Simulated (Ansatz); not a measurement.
# k-point convergence of GW for PtS2 (1T monolayer)

Wanted: mesh convergence of the gap correction in PtS2 (1T monolayer).

Program: Ansatz 0.2.0. Level of theory: G0W0 on PBEsol, plane waves, PAW; PAW set soft_1. Results are calculated unless marked as measured.

## (1) The starting structure

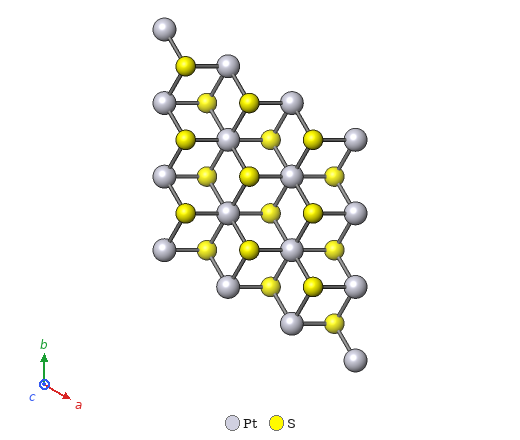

The cell as given, from above (platinum light grey, sulfur yellow). 3×3×1 cells are drawn. Some periodic images of atoms are drawn too.

The cell holds 3 atoms: 1 Pt and 2 S. Cell: a = 3.538 Å, b = 3.538 Å, c = 28.100 Å, α = 90.0°, β = 90.0°, γ = 120.0°. Vacuum lies along c.

The structure was relaxed with PBEsol. The runs that relaxed it are not among those shown. Spin-orbit coupling is left out unless a step names it. The Coulomb interaction is cut off across the vacuum.

## (2) The 3×3×1 mesh

Now the one-shot GW correction: screening in the RPA, then the self-energy of the levels asked for. This step takes PAW set soft_1 files.

input.yaml reads:

```yaml
crystal:
  lattice:
    - [3.5379929514, 0.0, 0.0]
    - [-1.7689964757, 3.0639917743, 0.0]
    - [0.0, 0.0, 28.1]
  atoms:
    - { symbol: Pt, position: [0.0, 0.0, 0.5] }
    - { symbol: S, position: [0.3333333333, 0.6666666667, 0.5432342629] }
    - { symbol: S, position: [0.6666666667, 0.3333333333, 0.4567657371] }
  periodic: [true, true, false]
kpoints:
  mp_grid: { grid: [3, 3, 1] }
hamiltonian:
  xc: pbesol
  pseudopotentials: { kind: paw, azcp: { folder: soft_1 }, xc_functional: pbe }
scf:
  occupations: { method: fixed }
gw:
  n_empty_bands: 274
  ecut_chi: 54.0
  qp_bands: [v2, c2]
  qp_kpoints: band_edges
  screening: { model: contour_deformation }
```

Started as:

```
$ ansatz run input.yaml --threads 8 --pin off --max-ram 17510MiB --backend cpu --events-out ev --progress --plain --runs-dir out
```

Numbers of over 12 decimals in the logs are rounded to 6 here.

What it wrote:

```text
Engine: ansatz 0.2.0, x86_64-unknown-linux-gnu
Pseudopotentials: kind: paw
Pseudopotential: Pt, paw, valence charge 18, recommended cutoff 420 eV (normal), soft_1/Pt.paw.azcp
Pseudopotential: S, paw, valence charge 6, recommended cutoff 420 eV (normal), soft_1/S.paw.azcp
Functional definition: PBEsol
  exchange = pbesol_x
  correlation = pbesol_c
Crystal: 3 atoms, lattice volume = 304.615 Å³
Basis set: ecut = 420 eV, 5919 PW (Γ)
Bands: 19, of which v1, the nominal top of the filled ones, is band 15 counted from 1 (14 counted from 0)
Symmetry: 12 space group operations
Space group: P-3m1 (ITA 164), of the structure as read, at distance tolerance 6.7e-5 Å
k-points: 3 of 9
Non-local potential: Pt, projectors of the file, l = 0: 3, l = 1: 2, l = 2: 2, l = 3: 1
Non-local potential: S, projectors of the file, l = 0: 2, l = 1: 2, l = 2: 1
PAW form: soft (Blöchl's): semilocal exchange-correlation on the pseudo side does not see the compensation charge
PAW frozen core: Pt, regenerated for the run's functional, and the local potential with it (the file was generated under x = pbe(κ = 0.804, μ = 0.219515), c = pbe(β = 0.066725))
PAW frozen core: S, regenerated for the run's functional, and the local potential with it (the file was generated under x = pbe(κ = 0.804, μ = 0.219515), c = pbe(β = 0.066725))
PAW one-centre angular grid: Pt, 590 points (default); XC on 64 Gauss nodes
PAW one-centre angular grid: S, 110 points (default); XC on 64 Gauss nodes
Initial density: superposition of atomic densities (neutral atoms: chi_scale 0, normalization atom)
Initial wavefunctions: pseudopotential atomic-orbital guess
Functional: x = pbesol(κ = 0.804, μ = 0.123457), c = pbesol(β = 0.046)
SCF iter   1: F=—  HF=-14157.767001 eV  |F-HF|=—  |Δ(HF+E_count)|=         —  Δρ=4.24e-2  dr2=6.40e0  ethr=3.10e-3  ⟨swp⟩=7.7  Hψ=376  notcnv=0  defer=5
preconditioner: auto → none  [insulator: Δε(μ)=2.608 eV  Ē_g=9.456 eV  n_scr=16 (ndim 8)  ℏωp=10.0 eV  f_vac=0.776  ε∞_Penn≈2.1]
SCF iter   2: F=—  HF=-14158.636045 eV  |F-HF|=—  |Δ(HF+E_count)|=   8.69e-1  Δρ=4.14e-2  dr2=1.05e1  ethr=3.10e-3  ⟨swp⟩=5.7  Hψ=224  notcnv=0  defer=6
SCF iter   3: F=—  HF=-14156.550110 eV  |F-HF|=—  |Δ(HF+E_count)|=    2.09e0  Δρ=1.15e-2  dr2=3.86e-1  ethr=3.10e-3  ⟨swp⟩=4.7  Hψ=188  notcnv=0  defer=6
SCF iter   4: F=—  HF=-14156.473390 eV  |F-HF|=—  |Δ(HF+E_count)|=   7.67e-2  Δρ=2.66e-3  dr2=2.15e-2  ethr=1.29e-3  ⟨swp⟩=3.3  Hψ=133  notcnv=0  defer=6
SCF iter   5: F=—  HF=-14156.466994 eV  |F-HF|=—  |Δ(HF+E_count)|=   6.40e-3  Δρ=5.70e-4  dr2=8.38e-4  ethr=7.16e-5  ⟨swp⟩=4.0  Hψ=140  notcnv=0  defer=6
SCF iter   6: F=—  HF=-14156.466781 eV  |F-HF|=—  |Δ(HF+E_count)|=   2.13e-4  Δρ=1.03e-4  dr2=6.68e-5  ethr=2.79e-6  ⟨swp⟩=3.3  Hψ=140  notcnv=0  defer=6
SCF iter   7: F=—  HF=-14156.466763 eV  |F-HF|=—  |Δ(HF+E_count)|=   1.76e-5  Δρ=2.76e-5  dr2=7.38e-7  ethr=2.23e-7  ⟨swp⟩=3.3  Hψ=121  notcnv=0  defer=6
SCF iter   8: F=—  HF=-14156.466764 eV  |F-HF|=—  |Δ(HF+E_count)|=   5.32e-7  Δρ=8.69e-6  dr2=3.60e-7  ethr=3.33e-10  ⟨swp⟩=20.0  Hψ=477  notcnv=0
SCF iter   9: F=-14156.466764 eV  HF=-14156.466764 eV  |F-HF|=2.17e-8  |Δ(HF+E_count)|=   6.42e-8  Δρ=2.44e-6  dr2=2.70e-8  ethr=3.33e-10  ⟨swp⟩=2.0  Hψ=159  notcnv=0
SCF 1 converged in 9 iterations: F = -14156.466764 eV  dr2 = 2.70e-8
[...]
NSCF: frozen V_eff on 3 k-points
G₀W₀ screening: q 1/3
[... further progress lines ...]
NSCF: frozen V_eff on 1 k-points
SCF converged after 9 iterations
Free energy (F): -14156.466764 eV
Harris-Foulkes:  -14156.466764 eV  (|F-HF|=2.17e-8)
Internal energy: -14156.466764 eV  (E = F + TS)
E sigma→0 (E₀):  -14156.466764 eV
Fermi energy:    -6.529548 eV
--- Per-component energies (eV) ---
  E_band       = -807.491850
  E_kinetic    = 805.777438
  E_local      = -47243.975924  (includes V_loc(G=0)·N_el)
  E_nonlocal   = 275.652119
  E_hartree    = 23064.728160
  E_xc         = -406.370083
  E_vxc        = -435.176132  (∫ρ·V_xc dr)
  E_paw        = -10530.041378  (= ΣΔE_a)
  E_vpaw       = -339.210085  (= ΣTr[D̂ρ^β])
  E_aug_tail   = 0.001110  (compensation charges beyond the density's cutoff)
  E_ewald      = 19877.350865
  E_core_change = 0.410930  (= ΣΔE_core)
  E_smearing   = -0.000000  (= −TS)
  E_closure    = 0.000000  (closes the sum)
  Σ components = -14156.466764   (vs F -14156.466764, Δ=0.00e0)
--- Band table (eV) ---
  k-point 0: bands = [... 11 lower, -7.0257, -7.0059, -6.5295, -6.5295, -2.9138, -2.9138, -0.7894, -0.5823]
  k-point 1: bands = [... 11 lower, -8.4218, -7.4415, -7.1402, -6.7027, -4.0629, -3.3140, -0.5829, 1.1174]
  k-point 2: bands = [... 11 lower, -8.8187, -8.5863, -6.9837, -6.9837, -4.0657, -4.0657, 0.7165, 2.7263]
--- G₀W₀: contour deformation, 6 samples at zero and on the imaginary axis and 1 off it, 9 q-points, 274 empty bands' worth ---
  eigenvalues of the whole cell's RPA ε∞ on this k-mesh (on a slab, of 1 + 4πα/V) = 1.1489, 2.6861, 2.6861; static W/v taken at q = 0 is 0.552919
  gw.qp_kpoints: band_edges: 3 of 3 stored k-points solved, in 1 pass; an edge of the gap read off the rows below is read off those points alone
    ik  band        ε_KS         Σx   Σc(E_QP)       V_xc       Z   E_QP_lin       E_QP  E_QP is
     0    14     -6.5295   -18.4560     1.8235   -16.4285  0.7399    -6.7344    -6.7335  root
     0    15     -6.5295   -18.4560     1.8235   -16.4285  0.7399    -6.7344    -6.7335  root
     0    16     -2.9138   -17.0153    -2.8955   -20.9272  0.7330    -1.8596    -1.8974  root
     0    17     -2.9138   -17.0153    -2.8955   -20.9272  0.7330    -1.8596    -1.8974  root
     1    14     -7.1402   -22.9960     2.9373   -19.8083  0.7340    -7.3922    -7.3906  root
     1    15     -6.7027   -21.7164     2.7170   -18.7162  0.7296    -6.9879    -6.9859  root
     1    16     -4.0629   -16.5104    -2.9089   -20.3647  0.7441    -3.0938    -3.1176  root
     1    17     -3.3140   -16.3716    -3.0269   -20.4209  0.7347    -2.2590    -2.2917  root
     2    14     -6.9837   -25.6550     3.5663   -21.8155  0.7266    -7.2588    -7.2568  root
     2    15     -6.9837   -25.6550     3.5663   -21.8155  0.7266    -7.2588    -7.2568  root
     2    16     -4.0657   -16.0140    -3.0329   -20.0152  0.7428    -3.0723    -3.0974  root
     2    17     -4.0657   -16.0140    -3.0329   -20.0152  0.7428    -3.0723    -3.0974  root
```

Wall time 5.2 s (8 threads of INTEL XEON PLATINUM 8581C at 2.10GHz (Emerald Rapids), shared host); peak memory 1.2 GiB; 29 s of CPU time.

The column dr2 measures how far the density is from self-consistency, as an energy; F and HF (Harris–Foulkes) agree once it is small.

This step gave:

- bands summed: 289
- plane waves in the screening matrix: 273
- q-points in the mesh: 9
- G0W0 gap on the mesh: 3.616 eV
- k of the valence top: 0, 0, 0
- k of the conduction bottom: 0, 0.3333, 0
- starting gap on the mesh: 2.464 eV
- Z at the valence top: 0.7399
- Z at the conduction bottom: 0.7441
- least direct G0W0 gap on the computed points: 3.868 eV

The gap on the mesh goes from 2.46 eV to 3.62 eV, a correction of +1.15 eV. Between the two edge states, bare exchange in place of the xc potential would open the gap by 5.88 eV, and correlation takes back 4.73 eV.

## (3) The 6×6×1 mesh

A second mesh at equal bands and cutoff isolates the sampling error.

Edit input.yaml of step 2 so:

```diff
@@ -11,3 +11,3 @@
 kpoints:
-  mp_grid: { grid: [3, 3, 1] }
+  mp_grid: { grid: [6, 6, 1] }
 hamiltonian:
```

What it wrote:

```text
[...]
Crystal: 3 atoms, lattice volume = 304.615 Å³
Basis set: ecut = 420 eV, 5919 PW (Γ)
Bands: 19, of which v1, the nominal top of the filled ones, is band 15 counted from 1 (14 counted from 0)
[... 1 set-up line as in the run before ...]
[...]
k-points: 7 of 36
[...]
SCF iter   1: F=—  HF=-14157.732924 eV  |F-HF|=—  |Δ(HF+E_count)|=         —  Δρ=4.30e-2  dr2=6.65e0  ethr=3.10e-3  ⟨swp⟩=7.4  Hψ=871  notcnv=0  defer=13
[...]
SCF iter   8: F=-14156.383142 eV  HF=-14156.383142 eV  |F-HF|=2.96e-8  |Δ(HF+E_count)|=   3.76e-7  Δρ=4.76e-6  dr2=6.94e-8  ethr=3.33e-10  ⟨swp⟩=18.9  Hψ=1323  notcnv=0
SCF 1 converged in 8 iterations: F = -14156.383142 eV  dr2 = 6.94e-8
[...]
NSCF: frozen V_eff on 7 k-points
G₀W₀ screening: q 1/7
[... further progress lines ...]
SCF converged after 8 iterations
Free energy (F): -14156.383142 eV
[...]
Internal energy: -14156.383142 eV  (E = F + TS)
[...]
0    14     -6.6452   -18.3321     1.7713   -16.4183  0.7194    -6.7884    -6.7877  root
     0    15     -6.6452   -18.3321     1.7713   -16.4183  0.7194    -6.7884    -6.7877  root
     0    16     -3.0379   -16.8806    -3.1412   -20.9129  0.6976    -2.0951    -2.1469  root
     0    17     -3.0379   -16.8806    -3.1412   -20.9129  0.6976    -2.0951    -2.1469  root
     1    14     -6.5824   -20.4188     2.1634   -18.1091  0.7218    -6.7294    -6.7288  root
     1    15     -6.3825   -23.2466     2.8197   -20.2280  0.7189    -6.5826    -6.5814  root
     1    16     -4.2905   -16.1561    -2.6653   -19.6665  0.7327    -3.4200    -3.4454  root
     1    17     -3.4032   -16.3097    -3.1217   -20.3351  0.7084    -2.4538    -2.4995  root
[...]
6    14     -7.0984   -25.5680     3.5855   -21.7740  0.7064    -7.3085    -7.3069  root
     6    15     -7.0984   -25.5680     3.5855   -21.7740  0.7064    -7.3085    -7.3069  root
     6    16     -4.1766   -16.0712    -3.0290   -19.9761  0.7236    -3.2706    -3.3008  root
     6    17     -4.1766   -16.0712    -3.0290   -19.9761  0.7236    -3.2706    -3.3008  root
[key lines of the parts left out:]
Fermi energy:    -6.351176 eV
```

The job ended after 16 s (8 threads; peak memory 2.3 GiB).

This step gave:

```yaml
bands_summed: 289
plane_waves_in_the_screening_matrix: 273
q_points_in_the_mesh: 36
g0w0_gap_on_the_mesh: 3.112 eV
k_of_the_valence_top: 0.1667, 0.1667, 0
k_of_the_conduction_bottom: 0, 0.1667, 0
starting_gap_on_the_mesh: 2.061 eV
z_at_the_valence_top: 0.7175
z_at_the_conduction_bottom: 0.7327
least_direct_g0w0_gap_on_the_computed_points: 3.136 eV
```

Against the run with 3×3×1 mesh, 274 empty bands, screening to 54 eV, PAW set soft_1 files, the gap moves by −0.50 eV, while the start moved by −0.40 eV. A band edge is found at another k point on this mesh.

## (4) The 9×9×1 mesh

Edit input.yaml of step 3 so:

```diff
@@ -11,3 +11,3 @@
 kpoints:
-  mp_grid: { grid: [6, 6, 1] }
+  mp_grid: { grid: [9, 9, 1] }
 hamiltonian:
```

What it wrote:

```text
[...]
Crystal: 3 atoms, lattice volume = 304.615 Å³
Basis set: ecut = 420 eV, 5919 PW (Γ)
Bands: 19, of which v1, the nominal top of the filled ones, is band 15 counted from 1 (14 counted from 0)
[... 1 set-up line as in the run before ...]
[...]
k-points: 12 of 81
[...]
1    17     -3.2422   -16.5686    -3.1059   -20.5713  0.7026    -2.2998    -2.3455  root
[...]
11    14     -7.0948   -25.5625     3.5807   -21.7733  0.7054    -7.3050    -7.3033  root
    11    15     -7.0948   -25.5625     3.5807   -21.7733  0.7054    -7.3050    -7.3033  root
    11    16     -4.1731   -16.0727    -3.0288   -19.9761  0.7225    -3.2676    -3.2985  root
    11    17     -4.1731   -16.0727    -3.0288   -19.9761  0.7225    -3.2676    -3.2985  root
[key lines of the parts left out:]
SCF converged after 8 iterations
Free energy (F): -14156.381820 eV
Fermi energy:    -6.392076 eV
```

Elapsed: 62 s, on 8 threads; peak memory 2.4 GiB.

Numbers from this step:

| Item | Value |
| --- | --- |
| bands summed | 289 |
| plane waves in the screening matrix | 273 |
| G0W0 gap on the mesh | 2.839 eV |
| k of the valence top | 0, 0.1111, 0 |
| k of the conduction bottom | 0, 0.2222, 0 |
| starting gap on the mesh | 1.821 eV |
| least direct G0W0 gap on the computed points | 2.953 eV |

Against the run with 6×6×1 mesh, 274 empty bands, screening to 54 eV, PAW set soft_1 files, the gap moves by −0.27 eV, while the start moved by −0.24 eV. A band edge is found at another k point on this mesh.

## (5) The meshes together

Times are wall times on 8 threads of INTEL XEON PLATINUM 8581C at 2.10GHz (Emerald Rapids), shared host, good to a factor of about two.

| mesh | points | irreducible | start (eV) | G0W0 (eV) | shift (eV) | mean of 1 + 4πα/V (set by the cell height) | time |
| --- | --- | --- | --- | --- | --- | --- | --- |
| 3×3×1 | 9 | 3 | 2.464 | 3.616 | +1.152 | 2.17 | 5.2 s |
| 6×6×1 | 36 | 7 | 2.061 | 3.112 | +1.051 | 2.73 | 16 s |
| 9×9×1 | 81 | 12 | 1.821 | 2.839 | +1.017 | 2.79 | 62 s |

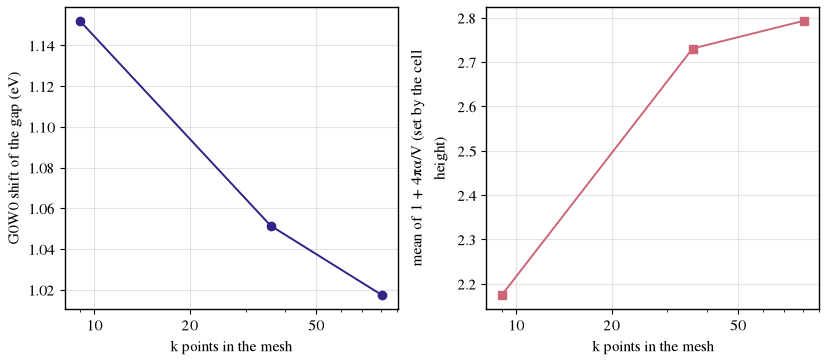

Shift and screening against the mesh.

## (6) What came out

```yaml
3x3x1: 3.616 eV (shift +1.152)
6x6x1: 3.112 eV (shift +1.051)
9x9x1: 2.839 eV (shift +1.017)
settings: PBEsol start, 274 empty bands, 54 eV
```

What this shows: The shift is +1.15 eV on 3×3×1 and +1.02 eV on 9×9×1. On 9×9×1 the edges lie at (0.000, 0.111, 0.000) and (0.000, 0.222, 0.000), on 6×6×1 at (0.167, 0.167, 0.000) and (0.000, 0.167, 0.000), so these two shifts belong to different pairs of states. The mean of 1 + 4πα/V (set by the cell height) ranges from 2.17 to 2.79 and ends at 2.79. The starting gap changes too, by 0.64 eV, since the meshes hold different points and converge the density differently. From 9 to 81 points the time grows 12-fold. Bands and cutoff are modest here, so the values stand off the basis limit. The mesh in the plane is coarse for a sheet; gap and any exciton binding can still move on denser ones. The runs have no spin polarisation. For a closed low-spin shell that is the natural state; where a d or f shell is open it is a constraint, and the gap is then not the crystal's own. With d states at the gap, one-shot GW leans hard on its start. The many-body steps are scalar-relativistic: spin-orbit coupling is not in them.

[Paths, hosts, dates, memory and timing lines, banners, echoed tables and standing remarks are left out of the program output.]

[Logs are printed without paths, hosts, clocks, repeated set-up lines and the standing remarks that a program may print on its own settings, such as how far it seeks lower states.]

[Runs of the session that timed out or met a known fault of the program may be left out.]

[Cells called generated may have been cut or substituted from an entry of the Crystallography Open Database or the Materials Project.]

[Hosts, paths, dates, database ids (printed as entryN), source tags and the programs' standing remarks are cut or masked in the printed files.]
